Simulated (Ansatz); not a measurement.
# BH3O (BH2(OH)) at 6 levels

Aim: a comparison of 6 runs (B2PLYP/STO-3G, SVWN5/STO-3G, UPBE/STO-3G, revPBE/STO-3G, CCSDTQ/STO-3G, CCSD/STO-3G) of BH3O (BH2(OH)). 

Program for the calculation: Ansatz 0.2.0.

45 further runs of the same task are left out: 1 that didn't finish, 44 set aside as unsound or not needed.

## 1. The structure to begin with

BH3O has 5 atoms, charge 0, and is taken as a singlet. As SMILES, `[H]B([H])O`. The O4–B1 distance was set to 1.988 Å, away from the relaxed value.

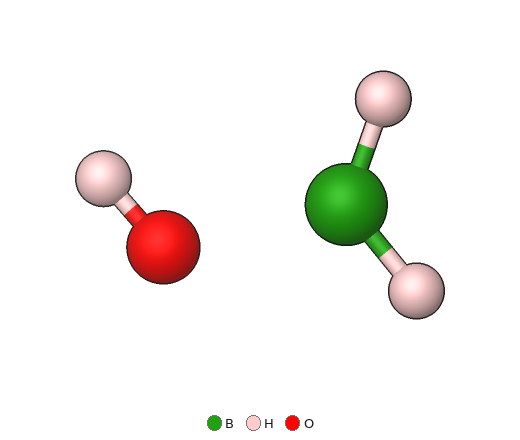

Viewed from a chosen angle; boron green, hydrogen pink, oxygen red.

## 2. A single-point energy at B2PLYP/STO-3G (run 1)

The input, run.yaml:

```yaml
crystal:
  periodic: [false, false, false]
  atoms:
    - {symbol: B, position_ang: [0.486181, 0.913115, -0.250005]}
    - {symbol: H, position_ang: [1.618761, 1.000675, -0.537115]}
    - {symbol: H, position_ang: [-0.217699, 1.861995, -0.222205]}
    - {symbol: O, position_ang: [-0.159420, -0.918700, 0.174490]}
    - {symbol: H, position_ang: [-1.082200, -1.025180, 0.410320]}
basis:
  gaussian:
    orbitals: STO-3G
hamiltonian:
  xc: {name: B2PLYP}
correlation:
  frozen_orbitals: {B: 1, H: 0, O: 1}
accuracy: high
```

Run with:

```sh
$ ansatz run run.yaml --threads 1 --pin off --max-ram 2610MiB --events-out events.jsonl --progress --plain --runs-dir runs
```

The program printed:

```text
Warning: RAYON_NUM_THREADS=1 ignored (pool sized by the plan → 1); use --threads N
Functional definition: B2PLYP
  name "B2PLYP"
  parameter a = 0.53
  parameter c = 0.27
  exchange = (1 - a)*b88_x + a*exact_x
  correlation = (1 - c)*lyp_c + c*(mp2_os + mp2_ss)
207 factors; integrals over basis functions are off by at most 4.5e-8 eV
mean field evaluation 1: about -2722.4526 eV, gradient 2.8e1 eV
mean field evaluation 2: about -2722.4351 eV, gradient 2.8e1 eV
mean field evaluation 4: about -2725.9406 eV, gradient 2.2e0 eV
mean field evaluation 8: about -2726.0094 eV, gradient 1.1e-1 eV
mean field evaluation 16: about -2726.0096 eV, gradient 1.4e-6 eV
mean field -2726.00955494 eV, -100.1790033882 hartree, gradient 1.0e-8 eV, S^2 0.000000; 0 other end points of the search recorded, 0 dependent functions left out
2 core orbitals not correlated: weight in the atoms' cores, before any rotation towards them, 1.000 or more for the frozen orbitals, at most 0.000 for the correlated occupied ones
reference -2726.00957100 eV, -100.1790039787 hartree; 6, 6 occupied and 5, 5 virtual orbitals, 207 factors
second order -3.77810754 eV of doubles, -0.00000000 eV of singles
Total energy: -2727.02966004 eV, -100.2164915593 hartree
```

It took 1 s on 1 thread of Arm Neoverse V1, shared host.

## 3. The energy at SVWN5/STO-3G (run 2)

The input, in.yaml:

```yaml
crystal:
  periodic: [false, false, false]
  atoms:
    - {symbol: B, position_ang: [0.486181, 0.913115, -0.250005]}
    - {symbol: H, position_ang: [1.618761, 1.000675, -0.537115]}
    - {symbol: H, position_ang: [-0.217699, 1.861995, -0.222205]}
    - {symbol: O, position_ang: [-0.159420, -0.918700, 0.174490]}
    - {symbol: H, position_ang: [-1.082200, -1.025180, 0.410320]}
basis:
  gaussian: {orbitals: STO-3G}
accuracy: high
hamiltonian: {xc: {name: SVWN5}}
```

Run with:

```sh
$ ansatz run in.yaml --threads 1 --pin off --max-ram 2610MiB --events-out events.jsonl --progress --plain --runs-dir runs
```

The program printed:

```text
Warning: RAYON_NUM_THREADS=1 ignored (pool sized by the plan → 1); use --threads N
Functional definition: SVWN5
  name "SVWN5"
  exchange = slater_x
  correlation = vwn5_c
207 factors; integrals over basis functions are off by at most 4.5e-8 eV
mean field evaluation 1: about -2705.8530 eV, gradient 2.2e1 eV
mean field evaluation 2: about -2624.3305 eV, gradient 1.2e2 eV
mean field evaluation 4: about -2707.1849 eV, gradient 1.2e1 eV
mean field evaluation 8: about -2707.7463 eV, gradient 6.7e-1 eV
mean field evaluation 16: about -2707.6658 eV, gradient 1.2e-3 eV
mean field -2707.66575673 eV, -99.5048812382 hartree, gradient 4.2e-8 eV, S^2 0.000000; 0 other end points of the search recorded, 0 dependent functions left out
reference -2707.66575846 eV, -99.5048813017 hartree; 8, 8 occupied and 5, 5 virtual orbitals, 207 factors
Total energy: -2707.66575846 eV, -99.5048813017 hartree
```

Run time: 0.48 s. Hardware: 1 thread of Arm Neoverse V1, shared host.

Runs 3 to 5 aren't shown in full; the table further down has their settings and results.

## 4. A single-point energy at CCSD/STO-3G (run 6)

in.yaml: that of step 3 with these lines changed.

```diff
@@ -9,4 +9,9 @@
 basis:
-  gaussian: {orbitals: STO-3G}
+  gaussian:
+    orbitals: STO-3G
+correlation:
+  method: ccsd
+  frozen_orbitals: {B: 1, H: 0, O: 1}
 accuracy: high
-hamiltonian: {xc: {name: SVWN5}}
+scf:
+  omitted_lower_state_checks: [cluster_reference, increment]
```

Run with:

```sh
$ ansatz run in.yaml --threads 1 --pin off --max-ram 2610MiB --events-out events.jsonl --progress --plain --runs-dir runs
```

The program printed:

```text
Warning: RAYON_NUM_THREADS=1 ignored (pool sized by the plan → 1); use --threads N
[... 11 lines left out ...]
2 core orbitals not correlated: weight in the atoms' cores, before any rotation towards them, 1.000 or more for the frozen orbitals, at most 0.000 for the correlated occupied ones
[... 26 lines left out ...]
Total energy: -2719.16045539 eV, -99.9273036225 hartree
Checks for a lower state left out: cluster_reference, increment
```

It took 0.1 s on 1 thread of Arm Neoverse V1, shared host.

## 5. All runs side by side

```csv
run,level,frozen core orbitals,energy (Eh),wall time
1,B2PLYP/STO-3G,2,-100.216492,1 s
2,SVWN5/STO-3G,–,-99.504881,0.48 s
3,UPBE/STO-3G,–,-100.254090,1.3 s
4,revPBE/STO-3G,–,-100.364182,0.68 s
5,CCSDTQ/STO-3G,2,-99.935092,2.6 s
6,CCSD/STO-3G,2,-99.927304,0.1 s
```

## 6. What came out

```
                                          quantity         value
                               run 6: total energy  -99.92730 Eh
run 6: correlation energy (2 core orbitals frozen)    -129.0 mEh
                              run 6: T1 diagnostic         0.038
```

**Reading.** Totals of different functionals can't be ranked against each other. In run 6 the T1 diagnostic is large, so a single reference may not serve. In runs 5, 6 the log says that unrestricted orbitals would lower the reference, so the values rest on an unstable closed-shell determinant (other closed-shell runs at this shape may share the fault). In runs 1, 2, 3, 4, 5, 6 the basis is minimal, so the values are rough. All runs together took 6.1 s, the longest 2.6 s.
